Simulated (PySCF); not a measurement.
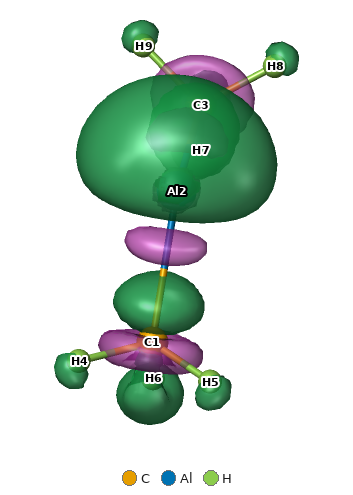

C2H6Al, doublet, SMILES `C[Al]C`. Fukui function f⁻ = ρ(N) − ρ(N−1) at fixed geometry, surfaces at ±0.03 e/Å³ (green positive, purple negative).

Computed with PySCF, B3LYP/6-311+G**, geometry: GFN2-xTB. No frequency check shows the geometry to be a minimum. GFN2-xTB doesn't know the spin state, so this open-shell geometry is rough.

Input

```python
import numpy as np
from pyscf import gto, scf, dft
from pyscf.scf import atom_ks, atom_hf
from scipy.linalg import block_diag

def solve(mol, dm0=None, hcore=None):
    mf = (dft.UKS if mol.spin else dft.RKS)(mol, xc='b3lyp')
    mf.grids.level = 3
    mf = mf.density_fit(auxbasis='def2-universal-jkfit')
    mf.conv_tol, mf.max_cycle = 1e-8, 80
    if hcore is not None:
        mf.get_hcore = lambda *args: hcore
    mf.kernel(dm0)
    if not mf.converged:
        mf = mf.newton().run(mf.mo_coeff, mf.mo_occ, max_cycle=30)
    assert mf.converged, 'SCF not converged'
    return mf

mol = gto.M(atom='''
C      1.81599    -0.33816    -0.00032
Al     0.00006     0.55159    -0.00001
C     -1.81607    -0.33814     0.00033
H      2.41228    -0.06175     0.87786
H      2.41196    -0.06189    -0.87875
H      1.74776    -1.43288     0.00314
H     -1.74786    -1.43286    -0.00304
H     -2.41236    -0.06179    -0.87788
H     -2.41204    -0.06165     0.87874
''', basis='6-311+g**', charge=0, spin=1, verbose=4)
mf = solve(mol)
out = dict(e0=mf.e_tot, dm0=mf.make_rdm1(), c=mf.mo_coeff, occ=mf.mo_occ, eps=mf.mo_energy)
for name, dq, spin in [('cation', 1, 0), ('anion', -1, 0)]:
    ion = mol.copy().set(charge=mol.charge + dq, spin=spin).build()
    mi = solve(ion)
    if spin and dq > 0 and mol.nao < 130:
        c, _, stable, _ = mi.stability(return_status=True)
        if not stable:
            mi = solve(ion, mi.make_rdm1(c, mi.mo_occ))
    print(name, 'vertical energy change / eV', (mi.e_tot - mf.e_tot) * 27.211386)
    out.update({'e_' + name: mi.e_tot, 'dm_' + name: mi.make_rdm1(), 's2_' + name: mi.spin_square()[0], 'eps_' + name: mi.mo_energy, 'occ_' + name: mi.mo_occ})
# spherically averaged free atoms, for the promolecule
atm = atom_ks.get_atm_nrks(mol, xc='b3lyp')
pro = block_diag(*[(atm[a[0]][2] * atm[a[0]][3]) @ atm[a[0]][2].T for a in mol._atom])
np.savez('result.npz', pro=pro, **out)
```

Command:

```sh
OMP_NUM_THREADS=1 python input.py
```

The run took 23 s on 1 thread of Intel(R) Xeon(R) Platinum 8488C (Sapphire Rapids) (shared host), peak memory 0.49 GiB.

Partitions, critical points and surface values were worked out afterwards from this run's density.

> On which atoms does the density change most on removal of an electron?

f⁻ (Hirshfeld-condensed) is largest on Al2 (0.55); the vertical ionisation energy is 6.90 eV (to the singlet cation, which needn't be its lowest state). Condensed values hint at sites of electrophilic attack but needn't mark the atom that reacts. Orbital relaxation makes it negative in places (0.16 e in all).

```
atom     f⁻  charge
  C1  +0.08   −0.27
 Al2  +0.55   +0.39
  C3  +0.08   −0.27
  H4  +0.04   +0.03
  H5  +0.04   +0.03
  H6  +0.06   +0.02
  H7  +0.06   +0.02
  H8  +0.04   +0.03
  H9  +0.04   +0.03
```
